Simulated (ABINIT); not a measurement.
## GaN (F-43m): G0W0 in ABINIT against the bands in the screening

Wanted: the cheapest bands in the screening that holds the gap of GaN (F-43m).

Program: ABINIT 10.8.3. Level of theory: PBE and many-body steps on it, plane waves. Results are calculated unless marked as measured.

## 1. The structure

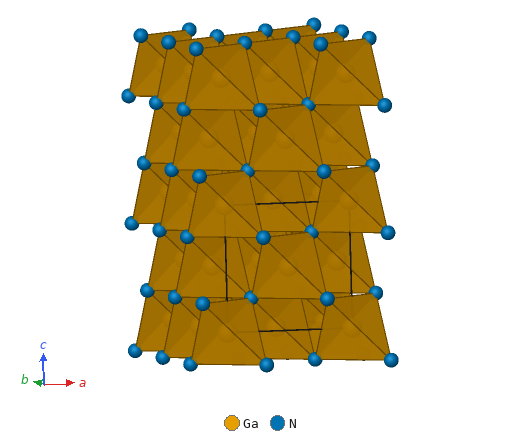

The cell as given, slightly off an axis (gallium orange, nitrogen blue). 1×2×2 cells are drawn. This picture shows the conventional cell, with its axes. Some periodic images of atoms are drawn too.

The cell and positions are those that the Materials Project relaxed with its own functionals (PBE, PBE+U or r2SCAN), kept fixed. This is not the form that GaN usually takes at ambient conditions.

## 2. Screening, 6×6×6 mesh, 17 bands, screening to 261.2 eV

This step: ABINIT 10.8.3; RPA screening on PBE, plane waves, norm-conserving pseudopotentials.

The RPA dielectric matrix is built and inverted for each q.

run.abi reads:

```
acell 3*1.0 Angstrom
rprim 
  0.000000000000 2.253500607500 2.253500607500
  2.253500607500 0.000000000000 2.253500607500
  2.253500607500 2.253500607500 0.000000000000
ntypat 2
znucl 31 7
natom 2
typat 1 2
xred 
  0.000000000000 0.000000000000 0.000000000000
  0.750000000000 0.750000000000 0.750000000000
pp_dirpath "pseudos"
pseudos "Ga.upf, N.upf"
ecut 36
ngkpt 6 6 6
nshiftk 1
shiftk 0 0 0
kptopt 1
chksymbreak 0
istwfk *1
occopt 1
irdwfk 1
optdriver 3
nband 17
ecuteps 9.6
inclvkb 2
awtr 1
symchi 1
indata_prefix "in"
outdata_prefix "out"
tmpdata_prefix "tmp"
```

Run with:

```sh
$ OMP_NUM_THREADS=1 mpirun -n 8 abinit run.abi > log
```

What it wrote:

```text
.Version 10.8.3 of ABINIT. v10.8.2 released Aug 2026.

 Symmetries : space group F-4 3 m (#216); Bravais cF (face-center cubic)
[... echo of the input left out ...]
== DATASET  1 ==================================================================
-   mpi_nproc: 8, omp_nthreads: 1 (-1 if OMP is not activated)

--- !DatasetInfo
iteration_state: {dtset: 1, }
dimensions: {natom: 2, nkpt: 16, mband: 17, nsppol: 1, nspinor: 1, nspden: 1, mpw: 1639, }
cutoff_energies: {ecut:  36.0, pawecutdg:  -1.0, }
electrons: {nelect:   1.80000000E+01, charge:   0.00000000E+00, occopt:   1.00000000E+00, tsmear:   1.00000000E-02, }

 SCREENING: Calculation of the susceptibility and dielectric matrices

 Based on a program developped by R.W. Godby, V. Olevano, G. Onida, and L. Reining.
 Incorporated in ABINIT by V. Olevano, G.-M. Rignanese, and M. Torrent.
.Using double precision arithmetic ; gwpc =  8

[... cell and pseudopotentials left out ...]
--------------------------------------------------------------------------------

 ==== K-mesh for the wavefunctions ====
 Number of points in the irreducible wedge :    16
[... list of points left out ...]
 Together with 24 symmetry operations and time-reversal symmetry
 yields   216 points in the full Brillouin Zone.

 ==== Q-mesh for the screening function ====
 Number of points in the irreducible wedge :    16
[... list of points left out ...]
 Together with 24 symmetry operations and time-reversal symmetry
 yields   216 points in the full Brillouin Zone.

 setmesh: FFT mesh size selected  =    25x   25x   25
          total number of points  =        15625

 vcoul_init : cutoff-mode = AUXILIARY_FUNCTION
 q-points for optical limit:   1
     1)      0.000010    0.000020    0.000030

- screening: taking advantage of time-reversal symmetry
- Maximum band index for partially occupied states nbvw = 9
- Remaining bands to be divided among processors   nbcw = 8
- Number of bands treated by each node ~1

 Number of electrons calculated from density =   18.0000; Expected =   18.0000
 average of density, n =  0.116539
 r_s =    1.2700
 omega_plasma =   32.9300 [eV]

 calculating chi0 at frequencies [eV] :
  1    0.000000E+00    0.000000E+00
  2    0.000000E+00    3.293002E+01

--------------------------------------------------------------------------------
  q-point number  1        q = ( 0.000000, 0.000000, 0.000000) [r.l.u.]
--------------------------------------------------------------------------------
[... chi0 elements left out ...]
 For q-point:  0.000010 0.000020 0.000030
  dielectric constant =   6.2421
  dielectric constant without local fields =   6.7064

  Average fulfillment of the sum rule on Im[epsilon] for q-point    1 :     11.30  [%]
[... wings left out ...]
  q-point number  2        q = ( 0.166667, 0.000000, 0.000000) [r.l.u.]
--------------------------------------------------------------------------------
[... chi0 elements left out ...]
  Average fulfillment of the sum rule on Im[epsilon] for q-point    2 :     37.02  [%]

 [... 14 further q-points ...]
```

Run time: 5.6 s. Hardware: 8 MPI ranks of Arm Neoverse V2, shared host; peak memory 0.95 GiB; 44 s of CPU time.

This step gave:

```yaml
eps_infinity_with_local_fields_on_this_mesh_along_the_program_s_q_direction: 6.242
the_same_without_local_fields: 6.706
plasma_frequency: 32.93 eV
plane_waves_in_the_screening_matrix: 229
```

Local fields lower ε∞ by 7 %.

## 3. 17 bands

This step: G0W0 on PBE, plane waves, norm-conserving pseudopotentials.

run.abi, as its differences from that of step 2:

```diff
@@ -23,8 +23,15 @@
 irdwfk 1
-optdriver 3
-nband 17
+optdriver 4
+nband 114
+gwcalctyp 0
+ecutsigx 36
+symsigma 1
+nkptgw 1
+kptgw 
+  0.0000000000 0.0000000000 0.0000000000
+bdgw 
+  7 13
 ecuteps 9.6
-inclvkb 2
-awtr 1
-symchi 1
+irdscr 1
+ppmodel 1
 indata_prefix "in"
```

What it wrote:

```text
.Version 10.8.3 of ABINIT. v10.8.2 released Aug 2026.

 Symmetries : space group F-4 3 m (#216); Bravais cF (face-center cubic)
[... echo of the input left out ...]
== DATASET  1 ==================================================================
-   mpi_nproc: 8, omp_nthreads: 1 (-1 if OMP is not activated)

--- !DatasetInfo
iteration_state: {dtset: 1, }
dimensions: {natom: 2, nkpt: 16, mband: 114, nsppol: 1, nspinor: 1, nspden: 1, mpw: 1639, }
cutoff_energies: {ecut:  36.0, pawecutdg:  -1.0, }
electrons: {nelect:   1.80000000E+01, charge:   0.00000000E+00, occopt:   1.00000000E+00, tsmear:   1.00000000E-02, }

 SIGMA: Calculation of the GW corrections

 Based on a program developped by R.W. Godby, V. Olevano, G. Onida, and L. Reining.
 Incorporated in ABINIT by V. Olevano, G.-M. Rignanese, and M. Torrent.
.Using double precision arithmetic ; gwpc =  8

[... cell and pseudopotentials left out ...]
--------------------------------------------------------------------------------

 ==== K-mesh for the wavefunctions ====
 Number of points in the irreducible wedge :    16
[... list of points left out ...]
 Together with 24 symmetry operations and time-reversal symmetry
 yields   216 points in the full Brillouin Zone.

 ==== Q-mesh for screening function ====
 Number of points in the irreducible wedge :    16
[... list of points left out ...]
 Together with 24 symmetry operations and time-reversal symmetry
 yields   216 points in the full Brillouin Zone.

 vcoul_init : cutoff-mode = AUXILIARY_FUNCTION
 q-points for optical limit:   1
     1)      0.000010    0.000020    0.000030
 setmesh: FFT mesh size selected  =    36x   36x   36
          total number of points  =        46656

 Number of electrons calculated from density =   18.0000; Expected =   18.0000
 average of density, n =  0.116539
 r_s =    1.2700
 omega_plasma =   32.9300 [eV]

 === KS Band Gaps ===
  >>>> For spin  1
   Minimum direct gap =   1.7587 [eV], located at k-point      :   0.0000  0.0000  0.0000
   Fundamental gap    =   1.7587 [eV], Top of valence bands at :   0.0000  0.0000  0.0000
                                       Bottom of conduction at :   0.0000  0.0000  0.0000
 SIGMA fundamental parameters:
 PLASMON POLE MODEL  1
 number of plane-waves for SigmaX                 1639
 number of plane-waves for SigmaC and W            229
 number of plane-waves for wavefunctions          1639
 number of bands                                   114
 number of independent spin polarizations            1
 number of spinorial components                      1
 number of k-points in IBZ                          16
 number of q-points in IBZ                          16
 number of symmetry operations                      24
 number of k-points in BZ                          216
 number of q-points in BZ                          216
 number of frequencies for dSigma/dE                 9
 frequency step for dSigma/dE [eV]                0.25
 number of omega for Sigma on real axis              0
 max omega for Sigma on real axis  [eV]           0.00
 zcut for avoiding poles [eV]                     0.10

 EPSILON^-1 parameters (SCR file):
 dimension of the eps^-1 matrix on file            229
 dimension of the eps^-1 matrix used               229
 number of plane-waves for wavefunctions          1639
 number of bands                                    17
 number of q-points in IBZ                          16
 number of frequencies                               2
 number of real frequencies                          1
 number of imag frequencies                          1

 matrix elements of self-energy operator (all in [eV])

 Perturbative Calculation

--- !SelfEnergy_ee
iteration_state: {dtset: 1, }
kpoint     : [   0.000,    0.000,    0.000, ]
spin       : 1
KS_gap     :    1.759
QP_gap     :    2.268
Delta_QP_KS:    0.509
data: !SigmaeeData |
     Band     E0 <VxcDFT>   SigX SigC(E0)      Z dSigC/dE  Sig(E)    E-E0       E
        7   5.322 -18.356 -21.281   3.169   0.783  -0.277 -18.165   0.191   5.513
        8   5.322 -18.356 -21.281   3.169   0.783  -0.277 -18.165   0.191   5.513
        9   5.322 -18.356 -21.281   3.169   0.783  -0.277 -18.165   0.191   5.513
       10   7.081 -13.893  -9.985  -3.044   0.810  -0.235 -13.193   0.700   7.781
       11  15.678 -12.135  -7.192  -4.225   0.825  -0.213 -11.543   0.592  16.270
       12  15.678 -12.135  -7.192  -4.225   0.825  -0.213 -11.543   0.592  16.270
       13  15.678 -12.135  -7.192  -4.225   0.825  -0.213 -11.543   0.592  16.270

== END DATASET(S) ==============================================================
================================================================================

 -outvars: echo values of variables after computation  --------
           etotal      0.0000000000E+00
            nband         114
             nkpt          16
          spgroup         216
 [... the other variables as echoed above ...]

 Calculation completed.
```

The job ended after 5.7 s (8 MPI ranks; peak memory 1.2 GiB; 44 s of CPU time).

This step gave:

```
G0W0 gap on the points computed              : 2.268 eV
starting gap on the mesh                     : 1.759 eV
k of the valence top                         : 0, 0, 0
k of the conduction bottom                   : 0, 0, 0
Z at the valence top                         : 0.783
Z at the conduction bottom                   : 0.81
least direct G0W0 gap on the computed points : 2.268 eV
```

## 4. Screening, 6×6×6 mesh, 33 bands, screening to 261.2 eV

This step: RPA screening on PBE, plane waves, norm-conserving pseudopotentials.

run.abi, as its differences from that of step 3:

```diff
@@ -23,15 +23,8 @@
 irdwfk 1
-optdriver 4
-nband 114
-gwcalctyp 0
-ecutsigx 36
-symsigma 1
-nkptgw 1
-kptgw 
-  0.0000000000 0.0000000000 0.0000000000
-bdgw 
-  7 13
+optdriver 3
+nband 33
 ecuteps 9.6
-irdscr 1
-ppmodel 1
+inclvkb 2
+awtr 1
+symchi 1
 indata_prefix "in"
```

What it wrote:

```text
.Version 10.8.3 of ABINIT. v10.8.2 released Aug 2026.

 Symmetries : space group F-4 3 m (#216); Bravais cF (face-center cubic)
[... echo of the input left out ...]
== DATASET  1 ==================================================================
-   mpi_nproc: 8, omp_nthreads: 1 (-1 if OMP is not activated)

--- !DatasetInfo
iteration_state: {dtset: 1, }
dimensions: {natom: 2, nkpt: 16, mband: 33, nsppol: 1, nspinor: 1, nspden: 1, mpw: 1639, }
cutoff_energies: {ecut:  36.0, pawecutdg:  -1.0, }
electrons: {nelect:   1.80000000E+01, charge:   0.00000000E+00, occopt:   1.00000000E+00, tsmear:   1.00000000E-02, }

 SCREENING: Calculation of the susceptibility and dielectric matrices

 Based on a program developped by R.W. Godby, V. Olevano, G. Onida, and L. Reining.
 Incorporated in ABINIT by V. Olevano, G.-M. Rignanese, and M. Torrent.
.Using double precision arithmetic ; gwpc =  8

[... cell and pseudopotentials left out ...]
--------------------------------------------------------------------------------

 ==== K-mesh for the wavefunctions ====
 Number of points in the irreducible wedge :    16
[... list of points left out ...]
 Together with 24 symmetry operations and time-reversal symmetry
 yields   216 points in the full Brillouin Zone.

 ==== Q-mesh for the screening function ====
 Number of points in the irreducible wedge :    16
[... list of points left out ...]
 Together with 24 symmetry operations and time-reversal symmetry
 yields   216 points in the full Brillouin Zone.

 setmesh: FFT mesh size selected  =    25x   25x   25
          total number of points  =        15625

 vcoul_init : cutoff-mode = AUXILIARY_FUNCTION
 q-points for optical limit:   1
     1)      0.000010    0.000020    0.000030

- screening: taking advantage of time-reversal symmetry
- Maximum band index for partially occupied states nbvw = 9
- Remaining bands to be divided among processors   nbcw = 24
- Number of bands treated by each node ~3

 Number of electrons calculated from density =   18.0000; Expected =   18.0000
 average of density, n =  0.116539
 r_s =    1.2700
 omega_plasma =   32.9300 [eV]

 calculating chi0 at frequencies [eV] :
  1    0.000000E+00    0.000000E+00
  2    0.000000E+00    3.293002E+01

--------------------------------------------------------------------------------
  q-point number  1        q = ( 0.000000, 0.000000, 0.000000) [r.l.u.]
--------------------------------------------------------------------------------
[... chi0 elements left out ...]
 For q-point:  0.000010 0.000020 0.000030
  dielectric constant =   6.3294
  dielectric constant without local fields =   6.8175

  Average fulfillment of the sum rule on Im[epsilon] for q-point    1 :     33.09  [%]
[... wings left out ...]
  q-point number  2        q = ( 0.166667, 0.000000, 0.000000) [r.l.u.]
--------------------------------------------------------------------------------
[... chi0 elements left out ...]
  Average fulfillment of the sum rule on Im[epsilon] for q-point    2 :     56.47  [%]

 [... 14 further q-points ...]
```

Elapsed: 12 s, on 8 MPI ranks; peak memory 1 GiB; 98 s of CPU time.

This step gave:

* ε∞ with local fields, on this mesh, along the program's q direction: 6.329
* the same without local fields: 6.817
* plasma frequency: 32.93 eV
* plane waves in the screening matrix: 229

## 5. 33 bands

The self-energy is evaluated for the states that the input lists, and the levels follow from it, in one-shot runs by the linearised quasiparticle equation.

This step: G0W0 on PBE, plane waves, norm-conserving pseudopotentials.

run.abi, as its differences from that of step 4:

```diff
@@ -23,8 +23,15 @@
 irdwfk 1
-optdriver 3
-nband 33
+optdriver 4
+nband 114
+gwcalctyp 0
+ecutsigx 36
+symsigma 1
+nkptgw 1
+kptgw 
+  0.0000000000 0.0000000000 0.0000000000
+bdgw 
+  7 13
 ecuteps 9.6
-inclvkb 2
-awtr 1
-symchi 1
+irdscr 1
+ppmodel 1
 indata_prefix "in"
```

What it wrote:

```text
.Version 10.8.3 of ABINIT. v10.8.2 released Aug 2026.

 Symmetries : space group F-4 3 m (#216); Bravais cF (face-center cubic)
[... echo of the input left out ...]
== DATASET  1 ==================================================================
-   mpi_nproc: 8, omp_nthreads: 1 (-1 if OMP is not activated)

--- !DatasetInfo
iteration_state: {dtset: 1, }
dimensions: {natom: 2, nkpt: 16, mband: 114, nsppol: 1, nspinor: 1, nspden: 1, mpw: 1639, }
cutoff_energies: {ecut:  36.0, pawecutdg:  -1.0, }
electrons: {nelect:   1.80000000E+01, charge:   0.00000000E+00, occopt:   1.00000000E+00, tsmear:   1.00000000E-02, }

 SIGMA: Calculation of the GW corrections

 Based on a program developped by R.W. Godby, V. Olevano, G. Onida, and L. Reining.
 Incorporated in ABINIT by V. Olevano, G.-M. Rignanese, and M. Torrent.
.Using double precision arithmetic ; gwpc =  8

[... cell and pseudopotentials left out ...]
--------------------------------------------------------------------------------

 ==== K-mesh for the wavefunctions ====
 Number of points in the irreducible wedge :    16
[... list of points left out ...]
 Together with 24 symmetry operations and time-reversal symmetry
 yields   216 points in the full Brillouin Zone.

 ==== Q-mesh for screening function ====
 Number of points in the irreducible wedge :    16
[... list of points left out ...]
 Together with 24 symmetry operations and time-reversal symmetry
 yields   216 points in the full Brillouin Zone.

 vcoul_init : cutoff-mode = AUXILIARY_FUNCTION
 q-points for optical limit:   1
     1)      0.000010    0.000020    0.000030
 setmesh: FFT mesh size selected  =    36x   36x   36
          total number of points  =        46656

 Number of electrons calculated from density =   18.0000; Expected =   18.0000
[...]
number of q-points in BZ                          216
 number of frequencies for dSigma/dE                 9
 frequency step for dSigma/dE [eV]                0.25
 number of omega for Sigma on real axis              0
 max omega for Sigma on real axis  [eV]           0.00
 zcut for avoiding poles [eV]                     0.10

 EPSILON^-1 parameters (SCR file):
 dimension of the eps^-1 matrix on file            229
 dimension of the eps^-1 matrix used               229
 number of plane-waves for wavefunctions          1639
 number of bands                                    33
 number of q-points in IBZ                          16
 number of frequencies                               2
 number of real frequencies                          1
 number of imag frequencies                          1

 matrix elements of self-energy operator (all in [eV])

 Perturbative Calculation

--- !SelfEnergy_ee
iteration_state: {dtset: 1, }
kpoint     : [   0.000,    0.000,    0.000, ]
spin       : 1
KS_gap     :    1.759
QP_gap     :    2.128
Delta_QP_KS:    0.369
data: !SigmaeeData |
     Band     E0 <VxcDFT>   SigX SigC(E0)      Z dSigC/dE  Sig(E)    E-E0       E
        7   5.322 -18.356 -21.281   2.947   0.790  -0.265 -18.339   0.017   5.339
        8   5.322 -18.356 -21.281   2.947   0.790  -0.265 -18.339   0.017   5.339
        9   5.322 -18.356 -21.281   2.947   0.790  -0.265 -18.339   0.017   5.339
       10   7.081 -13.893  -9.985  -3.434   0.815  -0.226 -13.507   0.386   7.467
       11  15.678 -12.135  -7.192  -4.625   0.833  -0.201 -11.870   0.265  15.943
       12  15.678 -12.135  -7.192  -4.625   0.833  -0.201 -11.870   0.265  15.943
       13  15.678 -12.135  -7.192  -4.625   0.833  -0.201 -11.870   0.265  15.943

== END DATASET(S) ==============================================================
================================================================================

 -outvars: echo values of variables after computation  --------
           etotal      0.0000000000E+00
            nband         114
             nkpt          16
          spgroup         216
 [... the other variables as echoed above ...]

 Calculation completed.
```

It took 5.7 s on 8 MPI ranks; peak memory 1.2 GiB; 45 s of CPU time.

This step gave:

```
G0W0 gap on the points computed              : 2.128 eV
starting gap on the mesh                     : 1.759 eV
k of the valence top                         : 0, 0, 0
k of the conduction bottom                   : 0, 0, 0
Z at the valence top                         : 0.79
Z at the conduction bottom                   : 0.815
least direct G0W0 gap on the computed points : 2.128 eV
```

The gap on the mesh goes from 1.76 eV to 2.13 eV, a correction of +0.37 eV.

## 6. Screening, 6×6×6 mesh, 114 bands, screening to 261.2 eV

This step: RPA screening on PBE, plane waves, norm-conserving pseudopotentials.

run.abi, as its differences from that of step 5:

```diff
@@ -23,15 +23,8 @@
 irdwfk 1
-optdriver 4
+optdriver 3
 nband 114
-gwcalctyp 0
-ecutsigx 36
-symsigma 1
-nkptgw 1
-kptgw 
-  0.0000000000 0.0000000000 0.0000000000
-bdgw 
-  7 13
 ecuteps 9.6
-irdscr 1
-ppmodel 1
+inclvkb 2
+awtr 1
+symchi 1
 indata_prefix "in"
```

What it wrote:

```text
.Version 10.8.3 of ABINIT. v10.8.2 released Aug 2026.

 Symmetries : space group F-4 3 m (#216); Bravais cF (face-center cubic)
[... echo of the input left out ...]
== DATASET  1 ==================================================================
-   mpi_nproc: 8, omp_nthreads: 1 (-1 if OMP is not activated)

--- !DatasetInfo
iteration_state: {dtset: 1, }
dimensions: {natom: 2, nkpt: 16, mband: 114, nsppol: 1, nspinor: 1, nspden: 1, mpw: 1639, }
cutoff_energies: {ecut:  36.0, pawecutdg:  -1.0, }
[...]
--------------------------------------------------------------------------------
[... chi0 elements left out ...]
 For q-point:  0.000010 0.000020 0.000030
  dielectric constant =   6.3868
  dielectric constant without local fields =   6.8827

  Average fulfillment of the sum rule on Im[epsilon] for q-point    1 :     84.96  [%]
[... wings left out ...]
  q-point number  2        q = ( 0.166667, 0.000000, 0.000000) [r.l.u.]
--------------------------------------------------------------------------------
[... chi0 elements left out ...]
  Average fulfillment of the sum rule on Im[epsilon] for q-point    2 :    114.31  [%]

 [... 14 further q-points ...]
```

The job ended after 49 s (8 MPI ranks; peak memory 1.4 GiB).

This step gave:

| Quantity | Value |
| --- | --- |
| ε∞ with local fields, on this mesh, along the program's q direction | 6.387 |
| the same without local fields | 6.883 |
| plasma frequency | 32.93 eV |
| plane waves in the screening matrix | 229 |

(Part 1 of 2 ends here.)

[Paths, hosts, dates, memory and timing lines, banners, echoed tables and standing remarks are left out of the program output.]

[Logs are printed without paths, hosts, clocks, repeated set-up lines and the standing remarks that a program may print on its own settings, such as how far it seeks lower states.]

[Runs of the session that timed out or met a known fault of the program may be left out.]

[Hosts, paths, dates, database ids (printed as entryN), source tags and the programs' standing remarks are cut or masked in the printed files.]

[G0W0 gaps are taken among the corrected bands and points alone; a level outside them can change the order at an edge.]

[Where Ansatz stands beside ABINIT at settings called matched, ABINIT's density can come from a denser mesh and the files from another edition; pairs whose starting gaps differed by over 0.03 eV were left out, so agreement reads better than it is.]
